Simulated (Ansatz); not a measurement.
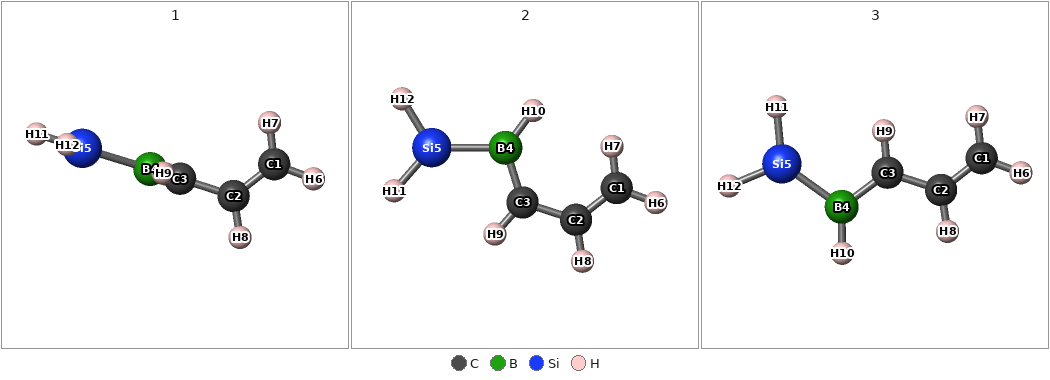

C3H7BSi. The first coordinate is: dihedral C1–C2–C3–B4; the second: dihedral C3–B4–Si5–H11. Nothing is relaxed (all other coordinates rigid). The grid has 12 × 12 points. Energies are in kcal/mol, from the relaxed molecule at the same level. Theory: RHF/def2-SVP (Ansatz).

The numbered pictures are structures from this grid.

Rank them by energy, lowest first.

Answer. 3, at dihedral C1–C2–C3–B4 = −180°, dihedral C3–B4–Si5–H11 = 0°: 1.6 kcal/mol; 2, at dihedral C1–C2–C3–B4 = 0°, dihedral C3–B4–Si5–H11 = 0°: 4.8 kcal/mol; 1, at dihedral C1–C2–C3–B4 = 90°, dihedral C3–B4–Si5–H11 = −180°: 9.7 kcal/mol.

The map, with the structures marked:

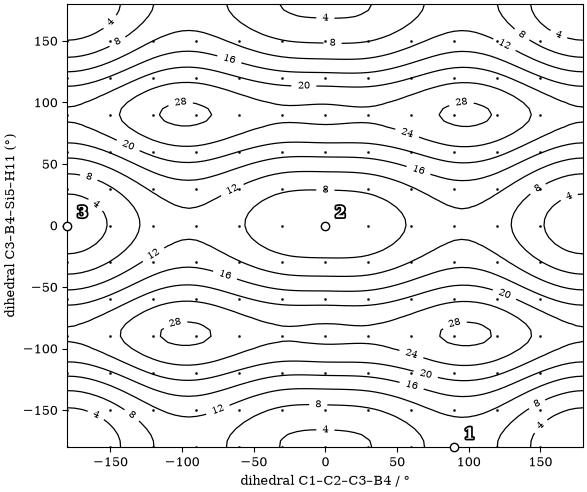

The picture shows contour lines labelled in kcal/mol, dots at the grid points. Between grid points the surface is interpolated.
